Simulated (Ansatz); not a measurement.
## Si2W (I4/mmm) under biaxial strain in the (001) plane, that of a and b

Aim: how do the optical modes of Si2W (I4/mmm) shift and split under this strain?

Program: Ansatz 0.2.0. Level of theory: DFT PBEsol, scalar-relativistic, plane waves, PAW; PAW set soft_1. Results are calculated unless marked as measured.

## Step 1: The structure

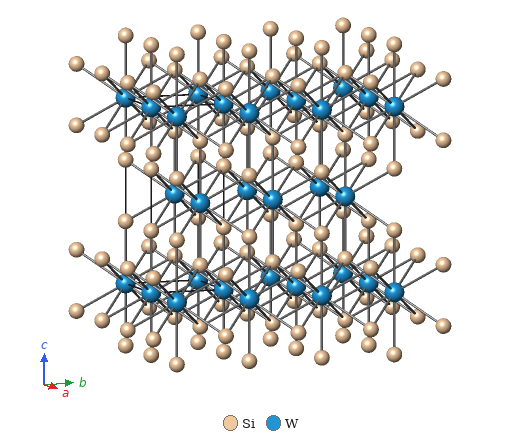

The cell as given, slightly off an axis (silicon light orange, tungsten blue). 2×3×1 cells are drawn. This picture shows the conventional cell, with its axes. Some periodic images of atoms are drawn too.

## Step 2: Relaxation

The cell and atoms are relaxed, since residual forces and stress would shift the frequencies.

Input file input.yaml:

```yaml
crystal:
  lattice:
    - [-1.6069, 1.6069, 3.91495]
    - [1.6069, -1.6069, 3.91495]
    - [1.6069, 1.6069, -3.91495]
  atoms:
    - { symbol: Si, position: [0.3347, 0.3347, 0.0] }
    - { symbol: Si, position: [0.6653, 0.6653, 0.0] }
    - { symbol: W, position: [0.0, 0.0, 0.0] }
kpoints:
  mp_grid: { grid: [18, 18, 18] }
hamiltonian:
  xc: pbesol
  pseudopotentials: { kind: paw, azcp: { folder: soft_1 }, xc_functional: pbe }
scf:
  occupations: { method: gaussian, width: 0.1 }
output:
  forces: true
  stress: true
  eigenvalues: true
relax:
  adjacent_minimum: "off"
  f_tol: 0.005
  max_steps: 80
  cell: { stress_tol: 0.05 }
```

Command:

```
$ ansatz run input.yaml --threads 4 --pin off --max-ram 10240MiB --backend cpu --events-out ev --progress --plain --runs-dir out
```

Numbers of over 12 decimals in the logs are rounded to 6 here.

The log of the run:

```text
Engine: ansatz 0.2.0, aarch64-unknown-linux-gnu
Pseudopotentials: kind: paw
Pseudopotential: Si, paw, valence charge 4, recommended cutoff 420 eV (normal), soft_1/Si.paw.azcp
Pseudopotential: W, paw, valence charge 14, recommended cutoff 420 eV (normal), soft_1/W.paw.azcp
Functional definition: PBEsol
  exchange = pbesol_x
  correlation = pbesol_c
Crystal: 3 atoms, lattice volume = 40.436 Å³
Basis set: ecut = 420 eV, 793 PW (Γ), exchange–correlation on 64×64×64 points (8 copies of the dense FFT grid, shifted against one another)
Bands: 15, of which v1, the nominal top of the filled ones, is band 11 counted from 1 (10 counted from 0)
Symmetry: 16 space group operations
Space group: I4/mmm (ITA 139), of the structure as read, at distance tolerance 3.4e-5 Å
k-points: 480 of 5832
Non-local potential: Si, projectors of the file, l = 0: 2, l = 1: 2, l = 2: 1
Non-local potential: W, projectors of the file, l = 0: 3, l = 1: 2, l = 2: 2, l = 3: 1
PAW form: soft (Blöchl's): semilocal exchange-correlation on the pseudo side does not see the compensation charge
PAW frozen core: Si, regenerated for the run's functional, and the local potential with it (the file was generated under x = pbe(κ = 0.804, μ = 0.219515), c = pbe(β = 0.066725))
PAW frozen core: W, regenerated for the run's functional, and the local potential with it (the file was generated under x = pbe(κ = 0.804, μ = 0.219515), c = pbe(β = 0.066725))
PAW one-centre angular grid: Si, 110 points (default); XC on 64 Gauss nodes
PAW one-centre angular grid: W, 590 points (default); XC on 64 Gauss nodes
Initial density: superposition of atomic densities (chi_scale 0.1, normalization cell, long waves kept (reshape's long-wave potential 0.00 eV rms))
Initial wavefunctions: pseudopotential atomic-orbital guess
Functional: x = pbesol(κ = 0.804, μ = 0.123457), c = pbesol(β = 0.046)
SCF iter   1: F=—  HF=-11502.244091 eV  |F-HF|=—  |Δ(HF+E_count)|=         —  Δρ=4.97e-2  dr2=1.00e0  ethr=3.10e-3  ⟨swp⟩=5.7  Hψ=43220  notcnv=0
preconditioner: auto → Kerker (q_TF=auto, 2.465 Å⁻¹)  [metal: Δε(μ)=0.030 eV  Ē_g=8.281 eV  σ=0.100 eV  W_gap=0.17  n_scr=10 (ndim 8)  ℏωp=21.8 eV  f_vac=0.000  D(μ)=0.25/eV (n_scr^D=0)]
SCF iter   2: F=—  HF=-11501.991906 eV  |F-HF|=—  |Δ(HF+E_count)|=   2.52e-1  Δρ=2.64e-2  dr2=2.17e-1  ethr=3.10e-3  ⟨swp⟩=2.2  Hψ=13513  notcnv=0  defer=3
SCF iter   3: F=—  HF=-11501.915290 eV  |F-HF|=—  |Δ(HF+E_count)|=   7.66e-2  Δρ=6.71e-3  dr2=1.48e-2  ethr=9.86e-4  ⟨swp⟩=2.7  Hψ=12978  notcnv=0  defer=11
SCF iter   4: F=—  HF=-11501.909821 eV  |F-HF|=—  |Δ(HF+E_count)|=   5.47e-3  Δρ=5.08e-4  dr2=5.63e-5  ethr=6.74e-5  ⟨swp⟩=2.1  Hψ=11637  notcnv=0  defer=11
SCF iter   5: F=—  HF=-11501.909812 eV  |F-HF|=—  |Δ(HF+E_count)|=   8.51e-6  Δρ=6.18e-5  dr2=1.04e-6  ethr=2.56e-7  ⟨swp⟩=2.7  Hψ=12769  notcnv=0  defer=11
SCF iter   6: F=-11501.909812 eV  HF=-11501.909812 eV  |F-HF|=1.82e-8  |Δ(HF+E_count)|=   5.91e-8  Δρ=1.03e-5  dr2=4.20e-8  ethr=4.55e-10  ⟨swp⟩=6.1  Hψ=33903  notcnv=0
SCF 1 converged in 6 iterations: F = -11501.909812 eV  dr2 = 4.20e-8
  greatest PAW one-centre occupation: 0.999 electrons in one spin orbital (limit 2), on the W atom at site 2 (counted from 0), in its partial waves of l = 0
relax step   1: F+E_penalty+E_count = -11501.90981238 eV  Δ(F+E_penalty+E_count) = +0.000e0 eV  max|allowed force component| = 8.032e-3 eV/Å  Δτ_max = 0.0000 Å  P = -1.909 GPa  Ω = 40.436 Å³  (6 SCF iters, dr2 threshold 1.00e-7 eV, accepted)
Crystal: 3 atoms, lattice volume = 39.954 Å³
Basis set: ecut = 420 eV, 769 PW (Γ), exchange–correlation on 64×64×64 points (8 copies of the dense FFT grid, shifted against one another)
Initial density: handed on by an earlier stage of this run
Initial wavefunctions: those handed on with the density
iter 1 solved again at ethr=5.72e-7 eV; its pass at ethr=3.10e-3 eV (dr2=1.26e-4 eV) is discarded
SCF iter   1: F=—  HF=-11501.911639 eV  |F-HF|=—  |Δ(HF+E_count)|=         —  Δρ=5.14e-4  dr2=1.53e-4  ethr=5.72e-7  ⟨swp⟩=2.3  Hψ=45787  notcnv=0
preconditioner: auto → Kerker (q_TF=auto, 2.470 Å⁻¹)  [metal: Δε(μ)=0.079 eV  Ē_g=8.199 eV  σ=0.100 eV  W_gap=0.42  n_scr=10 (ndim 8)  ℏωp=22.0 eV  f_vac=0.000  D(μ)=0.18/eV (n_scr^D=0)]
SCF iter   2: F=—  HF=-11501.911609 eV  |F-HF|=—  |Δ(HF+E_count)|=   3.06e-5  Δρ=2.94e-4  dr2=4.38e-5  ethr=5.72e-7  ⟨swp⟩=1.1  Hψ=7294  notcnv=0
SCF iter   3: F=—  HF=-11501.911592 eV  |F-HF|=—  |Δ(HF+E_count)|=   1.66e-5  Δρ=5.45e-5  dr2=1.85e-6  ethr=1.99e-7  ⟨swp⟩=2.5  Hψ=10590  notcnv=0
SCF iter   4: F=-11501.911592 eV  HF=-11501.911592 eV  |F-HF|=3.32e-8  |Δ(HF+E_count)|=   4.82e-7  Δρ=1.19e-5  dr2=5.89e-8  ethr=1.36e-9  ⟨swp⟩=5.2  Hψ=32168  notcnv=0
SCF 2 converged in 4 iterations: F = -11501.911592 eV  dr2 = 5.89e-8
relax step   2: F+E_penalty+E_count = -11501.91159153 eV  Δ(F+E_penalty+E_count) = -1.779e-3 eV  max|allowed force component| = 2.480e-2 eV/Å  Δτ_max = 0.0006 Å  P = +0.799 GPa  Ω = 39.954 Å³  energy of the carried Pulay correction = +1.112e-4 eV  (4 SCF iters, dr2 threshold 3.00e-7 eV, accepted)
Crystal: 3 atoms, lattice volume = 40.096 Å³
iter 1 solved again at ethr=1.44e-7 eV; its pass at ethr=3.10e-3 eV (dr2=3.18e-5 eV) is discarded
SCF iter   1: F=—  HF=-11501.912034 eV  |F-HF|=—  |Δ(HF+E_count)|=         —  Δρ=2.36e-4  dr2=4.01e-5  ethr=1.44e-7  ⟨swp⟩=2.2  Hψ=44361  notcnv=0
preconditioner: auto → Kerker (q_TF=auto, 2.469 Å⁻¹)  [metal: Δε(μ)=0.077 eV  Ē_g=8.176 eV  σ=0.100 eV  W_gap=0.41  n_scr=10 (ndim 8)  ℏωp=21.9 eV  f_vac=0.000  D(μ)=0.18/eV (n_scr^D=0)]
SCF iter   2: F=—  HF=-11501.912031 eV  |F-HF|=—  |Δ(HF+E_count)|=   3.17e-6  Δρ=1.29e-4  dr2=1.14e-5  ethr=1.44e-7  ⟨swp⟩=1.4  Hψ=7869  notcnv=0
SCF iter   3: F=—  HF=-11501.912027 eV  |F-HF|=—  |Δ(HF+E_count)|=   4.26e-6  Δρ=2.48e-5  dr2=5.96e-7  ethr=5.17e-8  ⟨swp⟩=2.6  Hψ=10424  notcnv=0
SCF iter   4: F=-11501.912027 eV  HF=-11501.912027 eV  |F-HF|=7.46e-9  |Δ(HF+E_count)|=   1.83e-7  Δρ=5.84e-6  dr2=1.33e-8  ethr=1.36e-9  ⟨swp⟩=4.8  Hψ=28477  notcnv=0
SCF 3 converged in 4 iterations: F = -11501.912027 eV  dr2 = 1.33e-8
relax step   3: F+E_penalty+E_count = -11501.91202688 eV  Δ(F+E_penalty+E_count) = -4.353e-4 eV  max|allowed force component| = 8.655e-3 eV/Å  Δτ_max = 0.0004 Å  P = -0.010 GPa  Ω = 40.096 Å³  energy of the carried Pulay correction = +7.844e-5 eV  (4 SCF iters, dr2 threshold 3.00e-7 eV, accepted)
[...]
relax step   4: F+E_penalty+E_count = -11501.91203050 eV  Δ(F+E_penalty+E_count) = -3.622e-6 eV  max|allowed force component| = 3.287e-3 eV/Å  Δτ_max = 0.0003 Å  P = -0.004 GPa  Ω = 40.094 Å³  energy of the carried Pulay correction = +7.889e-5 eV  (3 SCF iters, dr2 threshold 4.68e-9 eV, accepted)
Initial wavefunctions: pseudopotential atomic-orbital guess (no wavefunctions were taken with the density)
iter 1 solved again at ethr=1.23e-8 eV; its pass at ethr=3.10e-3 eV (dr2=2.71e-6 eV) is discarded
SCF iter   1: F=—  HF=-11501.911946 eV  |F-HF|=—  |Δ(HF+E_count)|=         —  Δρ=1.35e-5  dr2=1.36e-8  ethr=1.23e-8  ⟨swp⟩=3.1  Hψ=63722  notcnv=0
SCF iter   2: F=—  HF=-11501.911951 eV  |F-HF|=—  |Δ(HF+E_count)|=   5.24e-6  Δρ=7.08e-6  dr2=3.71e-9  ethr=6.18e-11  ⟨swp⟩=2.5  Hψ=12127  notcnv=0
SCF iter   3: F=—  HF=-11501.911951 eV  |F-HF|=—  |Δ(HF+E_count)|=   1.09e-9  Δρ=5.80e-7  dr2=1.23e-10  ethr=1.69e-11  ⟨swp⟩=3.0  Hψ=13242  notcnv=0
SCF iter   4: F=-11501.911951 eV  HF=-11501.911951 eV  |F-HF|=0.00e0  |Δ(HF+E_count)|=  2.00e-11  Δρ=1.70e-7  dr2=1.21e-11  ethr=1.00e-12  ⟨swp⟩=5.9  Hψ=33380  notcnv=0
SCF 5 converged in 4 iterations: F = -11501.911951 eV  dr2 = 1.21e-11
relax step   5: F+E_penalty+E_count = -11501.91195079 eV  Δ(F+E_penalty+E_count) = +7.972e-5 eV  max|allowed force component| = 3.268e-3 eV/Å  Δτ_max = 0.0000 Å  P = -0.004 GPa  Ω = 40.094 Å³  stress off target by 5.53e-3 GPa  SCF on the basis re-selected at this cell (its energy is not comparable with the rows above)  (4 SCF iters)
basis re-selected at this cell: Δ(F+E_penalty+E_count) = +7.972e-5 eV, ΔP = +0.000 GPa vs the last step (what re-selecting the basis moved, of the pressure what is left beyond the Pulay correction that the steps carried, after the strain that the cell walked since its last selection, with what the two solves' SCF thresholds leave and, on support functions, any second-order correction that the steps lacked; it is no m [...]
SCF converged after 4 iterations
Free energy (F): -11501.911951 eV
Harris-Foulkes:  -11501.911951 eV  (|F-HF|=0.00e0)
Internal energy: -11501.911067 eV  (E = F + TS)
E sigma→0 (E₀):  -11501.911509 eV
Entropy (-TS):   -0.000884 eV (-0.295 meV/atom)
Fermi energy:    16.717156 eV
--- Per-component energies (eV) ---
  E_band       = -80.938367
  E_kinetic    = 513.728392
  E_local      = -881.721564  (includes V_loc(G=0)·N_el)
  E_nonlocal   = 21.226030
  E_hartree    = 383.397450
  E_xc         = -382.861446
  E_vxc        = -333.535021  (∫ρ·V_xc dr)
  E_paw        = -9446.680467  (= ΣΔE_a)
  E_vpaw       = -167.431328  (= ΣTr[D̂ρ^β])
  E_aug_tail   = 0.000209  (compensation charges beyond the density's cutoff)
  E_ewald      = -1709.284650
  E_core_change = 0.284979  (= ΣΔE_core)
  E_smearing   = -0.000884  (= −TS)
  E_closure    = -0.000000  (closes the sum)
  Σ components = -11501.911951   (vs F -11501.911951, Δ=0.00e0)
--- Forces (eV/Å), atoms counted from 1 ---
  atom   1  Si     0.00000000     0.00000000    -0.00326799
  atom   2  Si    -0.00000000    -0.00000000     0.00326799
  atom   3  W     -0.00000000     0.00000000     0.00000000
  max |Σ_I F_I| component: 1.39e-17 eV/Å
--- Stress (GPa, compression-positive) ---
       -0.002535       0.000000       0.000000
        0.000000      -0.002535       0.000000
        0.000000       0.000000      -0.005529
  P = ⅓ Tr σ = -0.0035 GPa (-0.035 kbar)
--- Band table (eV; the first three rows and the last of 480) ---
  k-point 0: bands = [... 7 lower, 13.3184, 13.8540, 13.8540, 17.3449, 19.5379, 19.5968, 19.8476, 19.8476]
  k-point 1: bands = [... 7 lower, 13.3428, 13.5868, 14.2385, 16.8271, 19.3832, 19.9142, 19.9230, 19.9481]
  k-point 2: bands = [... 7 lower, 12.9517, 13.4195, 14.7566, 15.7074, 19.1726, 20.1211, 20.1626, 20.5581]
  k-point 479: bands = [... 7 lower, 14.1004, 15.8994, 15.8994, 16.2030, 16.2030, 17.5232, 21.2342, 21.6873]
--- Relaxed structure (4 steps of the walk, 4 accepted, 1 SCFs on fresh bases) ---
  F+E_penalty+E_count = -11501.91195079 eV   max|allowed force component| = 3.268e-3 eV/Å   (the final SCF, on the basis selected at the relaxed cell)
  cell:  # Å, volume = 40.0936 Å³
    - [-1.601445, 1.601445, 3.908322]
    - [1.601445, -1.601445, 3.908322]
    - [1.601445, 1.601445, -3.908322]
  atoms:
    - { symbol: Si, position: [0.334539, 0.334539, 0] }
    - { symbol: Si, position: [0.665461, 0.665461, 0] }
    - { symbol: W, position: [0, 0, 0] }
```

Run time: 23 s. Hardware: 4 threads of Arm Neoverse V1, shared host; peak memory 0.58 GiB.

Step by step:

| step | energy less that of the first step (eV) | largest force component (eV/Å) | pressure (GPa) | volume (Å³) |
| --- | --- | --- | --- | --- |
| 1 | 0.0000 | 0.0080 | -1.91 | 40.44 |
| 2 | -0.0018 | 0.0248 | 0.80 | 39.95 |
| 3 | -0.0022 | 0.0087 | -0.01 | 40.10 |
| 4 | -0.0022 | 0.0033 | 0.00 | 40.09 |
| 5* | -0.0021 | 0.0033 | 0.00 | 40.09 |

Relaxation steps marked * repeat the geometry before them on a plane-wave basis chosen anew for their cell, so energy and pressure can jump there.

Forces are held to the 16 operations that the run works with; a distortion that breaks them can't arise in this run.

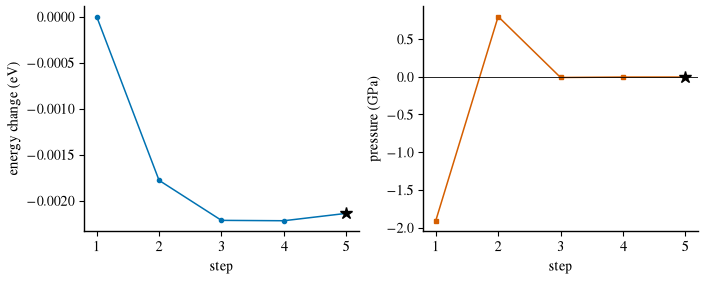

Energy and pressure along the relaxation. Stars mark steps on a basis chosen anew.

| conventional cell, symmetrised | before | after | change |
| --- | --- | --- | --- |
| a (Å) | 3.214 | 3.203 | -0.3 % |
| b (Å) | 3.214 | 3.203 | -0.3 % |
| c (Å) | 7.830 | 7.817 | -0.2 % |
| volume (Å³/atom) | 13.48 | 13.36 | -0.8 % |

Final coordinates:

```
Si W
1.0
    -1.60145    1.60145    3.90832
     1.60145   -1.60145    3.90832
     1.60145    1.60145   -3.90832
Si W
2 1
Cartesian
  0.0000 0.0000 2.6150
  0.0000 0.0000 5.2017
  0.0000 0.0000 0.0000
```

Numbers from this step:

```yaml
pressure: -0.003533 GPa
volume_per_atom: 13.36 Å³
gap_on_the_k_mesh: 0 eV
```

In this step the volume went from 13.48 to 13.36 Å³/atom.

## Step 3: Tight relaxation

Phonons need small forces and stress, so the relaxation is finished with tight tolerances on 20×20×20 k points.

Input file input.yaml:

```yaml
crystal:
  lattice:
    - [-1.6014454819, 1.6014454819, 3.908322351]
    - [1.6014454819, -1.6014454819, 3.908322351]
    - [1.6014454819, 1.6014454819, -3.908322351]
  atoms:
    - { symbol: Si, position: [0.3345392717, 0.3345392717, 0.0] }
    - { symbol: Si, position: [0.6654607283, 0.6654607283, 0.0] }
    - { symbol: W, position: [0.0, 0.0, 0.0] }
kpoints:
  mp_grid: { grid: [20, 20, 20] }
hamiltonian:
  xc: pbesol
  pseudopotentials: { kind: paw, azcp: { folder: soft_1 }, xc_functional: pbe }
scf:
  occupations: { method: methfessel_paxton, width: 0.2 }
output:
  forces: true
  stress: true
  eigenvalues: true
  write_density: true
  write_potential: true
  elf: true
  volumetric_format: npy
relax:
  adjacent_minimum: "off"
  f_tol: 0.001
  max_steps: 60
  cell: { stress_tol: 0.01 }
```

The log of the run:

```text
[...]
Crystal: 3 atoms, lattice volume = 40.094 Å³
Basis set: ecut = 420 eV, 769 PW (Γ), exchange–correlation on 64×64×64 points (8 copies of the dense FFT grid, shifted against one another)
Bands: 15, of which v1, the nominal top of the filled ones, is band 11 counted from 1 (10 counted from 0)
Symmetry: 16 space group operations
[...]
k-points: 641 of 8000
[...]
--- Relaxed structure (3 steps of the walk, 3 accepted, 1 SCFs on fresh bases) ---
[...]
cell:  # Å, volume = 40.0912 Å³
    - [-1.601472, 1.601472, 3.907958]
    - [1.601472, -1.601472, 3.907958]
    - [1.601472, 1.601472, -3.907958]
  atoms:
    - { symbol: Si, position: [0.334535, 0.334535, 0] }
    - { symbol: Si, position: [0.665465, 0.665465, 0] }
    - { symbol: W, position: [0, 0, 0] }
[key lines of the parts left out:]
SCF converged after 4 iterations
Free energy (F): -11501.910907 eV
Fermi energy:    16.699239 eV
P = ⅓ Tr σ = -0.0000 GPa (-0.000 kbar)
```

It took 25 s on 4 threads; peak memory 0.66 GiB.

Little changed from the start: no atom moved by 0.005 Å and no cell edge by 0.1 %.

Numbers from this step:

```yaml
pressure: -1.25e-5 GPa
```

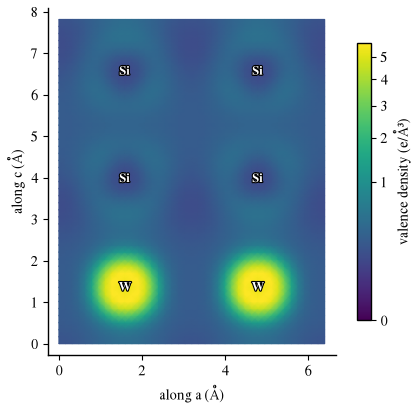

Valence density in the ac plane of the conventional cell at fractional y = 0.000, with atoms of Si and W within 0.2 Å of it. It is the smooth field of the valence electrons, not physical close to the nuclei. The map starts off the cell's origin, so that atoms lie inside it. The colour scale is stretched toward low values.

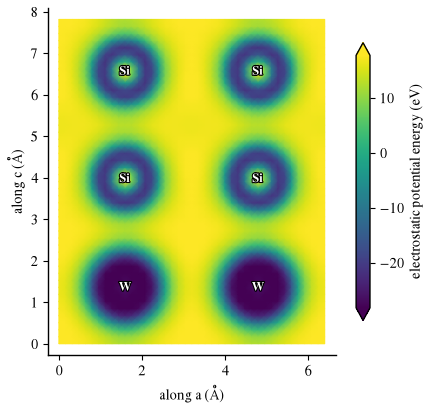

Electrostatic potential energy in the ac plane of the conventional cell at fractional y = 0.000, with atoms of Si and W within 0.2 Å of it. With pseudopotentials it is smooth inside the atoms' cores, unlike the true potential. The map starts off the cell's origin, so that atoms lie inside it.

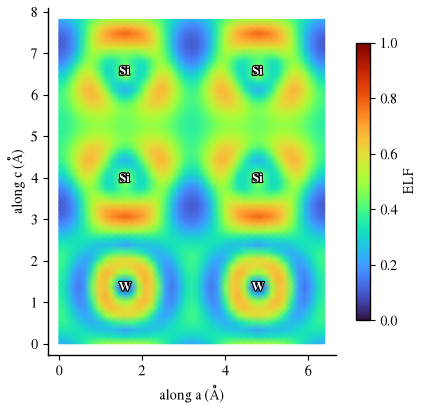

ELF in the ac plane of the conventional cell at fractional y = 0.000, with atoms of Si and W within 0.2 Å of it. It is the smooth field of the valence electrons, not physical close to the nuclei. The map starts off the cell's origin, so that atoms lie inside it.

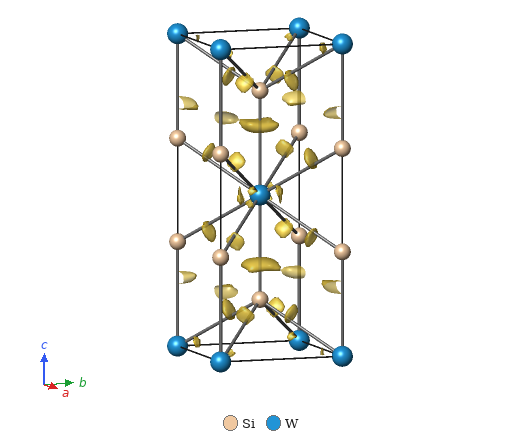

Surface of ELF = 0.7.

The largest force component left is 0.18 meV/Å and the pressure is 0.000 GPa, within the tolerances set. The cell now holds 13.36 Å³/atom.

[end of part 1 of 3]

[Logs are printed without paths, hosts, clocks, repeated set-up lines and the standing remarks that a program may print on its own settings, such as how far it seeks lower states.]

[Hosts, paths, dates, database ids (printed as entryN), source tags and the programs' standing remarks are cut or masked in the printed files.]
